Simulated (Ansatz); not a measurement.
**GaBNH₄F: single-point calculation**

The run: single-point calculation of GaBNH₄F, SMILES B[NH][GaH][F]. Method and program: RKS PBE0-D4/def2-TZVPP (Ansatz 0.2.0).

The geometry comes from this level: PBE0-D4/def2-TZVP.

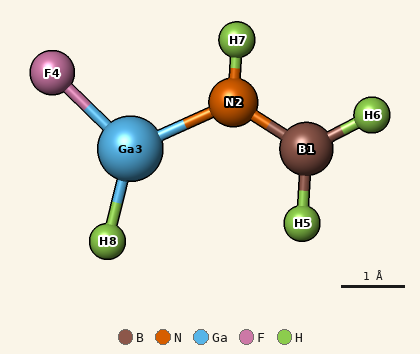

The structure (ball-and-stick view, seen on its broad side; atoms are numbered from 1 in the order of the input). Sticks mark near contacts. Bond lengths as drawn: B–H 1.20 Å, B–N 1.40 Å, F–Ga 1.76 Å, Ga–H 1.54 Å, Ga–N 1.84 Å and H–N 1.01 Å.

## Input
```yaml
crystal:
  periodic: [false, false, false]
  atoms:
    - {symbol: B, position_ang: [0.484216, 1.329501, -0.336314]}
    - {symbol: N, position_ang: [0.140518, 0.279600, 0.521382]}
    - {symbol: Ga, position_ang: [-0.512541, -1.335207, -0.059226]}
    - {symbol: F, position_ang: [-0.836957, -2.424662, 1.279363]}
    - {symbol: H, position_ang: [0.346839, 1.173148, -1.519731]}
    - {symbol: H, position_ang: [0.906398, 2.361586, 0.102690]}
    - {symbol: H, position_ang: [0.255594, 0.409283, 1.516814]}
    - {symbol: H, position_ang: [-0.784078, -1.793249, -1.504967]}
basis:
  gaussian: {orbitals: def2-TZVPP}
hamiltonian: {xc: pbe0, dispersion: d4}
output: {orbitals: {seedname: orbitals}}
```

Run on 2 threads of Arm Neoverse V1, 23 GiB of memory available, shared host.

Launched with:
```bash
ansatz run in.yaml --threads 2 --pin off --events-out ev --progress --plain --max-ram 4352MiB
```

## What the program printed
```
Functional definition: PBE0
  name "PBE0"
  cite "Adamo & Barone, J. Chem. Phys. 110, 6158 (1999) doi:10.1063/1.478522"
  cite "Perdew, Burke & Ernzerhof, Phys. Rev. Lett. 77, 3865 (1996) doi:10.1103/PhysRevLett.77.3865"
  parent pbe
  parameter a = 0.25
  parameter kappa = 0.804
  parameter beta = 0.06672455060314922
  exchange = (1 - a)*pbe_x(kappa = kappa, mu = beta*pi^2/3) + a*exact_x
  correlation = pbe_c(beta = beta)
1129 factors; their error is unknown
mean field evaluation 1: about -57309.4114 eV, gradient 7.2e1 eV
mean field evaluation 2: about -57290.8630 eV, gradient 1.2e2 eV
mean field evaluation 4: about -57318.2626 eV, gradient 3.5e0 eV
mean field evaluation 8: about -57318.4916 eV, gradient 3.3e-1 eV
mean field evaluation 16: about -57318.4917 eV, gradient 2.2e-5 eV
mean field -57318.49170888 eV, -2106.4157184323 hartree, gradient 2.2e-5 eV, S^2 0.000000; 0 other end points of the search recorded, 0 dependent functions left out
reference -57318.49174161 eV, -2106.4157196350 hartree; 28, 28 occupied and 169, 169 virtual orbitals, 1129 factors
Total energy: -57318.60660411 eV, -2106.4199407540 hartree
```

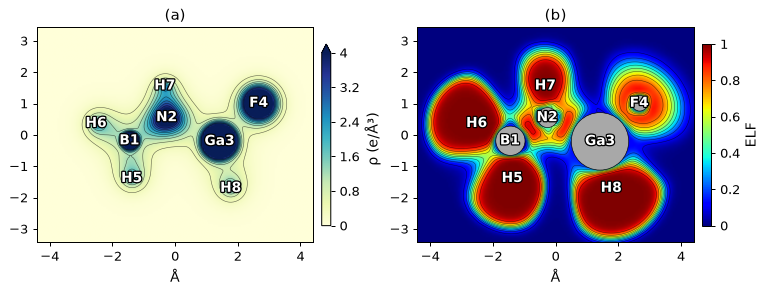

(a) electron density; (b) electron localisation function on the molecular plane. Grey discs, where drawn, cover atomic cores. The plane passes through B, N, Ga, F and H nuclei. Ga–F (1.76 Å): ρ is about 0.89 e/Å³ halfway; the ELF peaks at about 0.80 in the valence shell of F, 0.5 Å from its nucleus, and is about 0.20 at the midpoint. N–H (1.01 Å): ρ at the midpoint is about 2.9 e/Å³, with its minimum of 2.3 e/Å³ about 0.8 Å from N; the ELF climbs to about 1 towards the hydrogen, as it does in any bond to H (a covalent bond by its length).

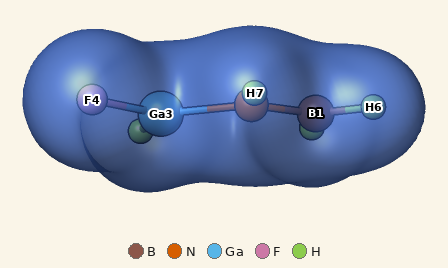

Isosurface of the electron density at 0.05 e/Å³ (blue), seen from the side. At this value the surface is in one piece. On the grid the lowest density along these lines, outside the cores, is 1.5 e/Å³ (B–N, 1.40 Å), 0.88 e/Å³ (Ga–F, 1.76 Å), 0.9 e/Å³ (Ga–N, 1.84 Å) and 2.3 e/Å³ (N–H, 1.01 Å).

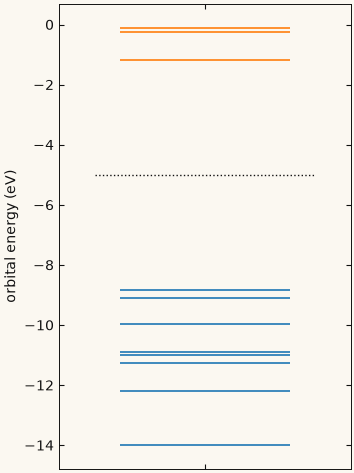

Orbital energies near the frontier; the dotted line parts filled from empty levels, and levels within 0.02 eV of each other stand side by side. Highest filled −8.83 eV, lowest empty −1.18 eV, 7.65 eV apart.

## Summary

| quantity | value |
| --- | --- |
| outcome | converged |
| total energy | −57318.6066 eV |
| mean-field energy | −57318.4917 eV |
| dispersion energy | −0.1149 eV |
| SCF solution under orbital rotations | stable |
| HOMO | −8.83 eV |
| LUMO | −1.18 eV |
| wall time | 3.6 s (CPU time 7 s) |
| peak memory | 0.41 GiB |
